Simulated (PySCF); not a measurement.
```xyz
10

C    -1.6261   -0.3448   -0.1470
O    -0.2452   -0.5268   -0.2041
Si    0.9688    0.4889    0.1768
N     2.4858   -0.1844   -0.0353
H    -1.9444    0.4553   -0.8213
H    -1.9483   -0.0941    0.8673
H    -2.1027   -1.2781   -0.4514
H     0.9066    1.7109   -0.6457
H     0.8785    0.9079    1.5880
H     2.6358   -1.1302   -0.3499
```

Geometry: GFN2-xTB.

All numbers below come from UKS B3LYP, pcH-1 on C H N O Si, non-relativistic, mean-field spin-orbit, GIAO in PySCF.

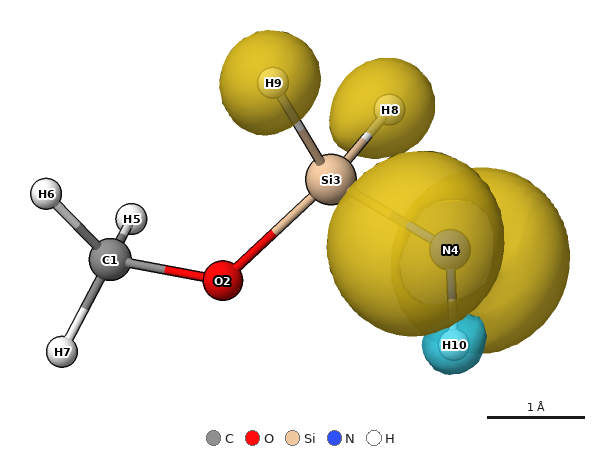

CH6NOSi (doublet). Isosurfaces of the spin density at +0.02 (yellow) and −0.02 e/Å³ (cyan), seen at an oblique angle.

**Which atoms carry the spin?**

The unpaired spin (1 electron) lies mostly on N4 (about 0.8), in electrons by Hirshfeld's partition.
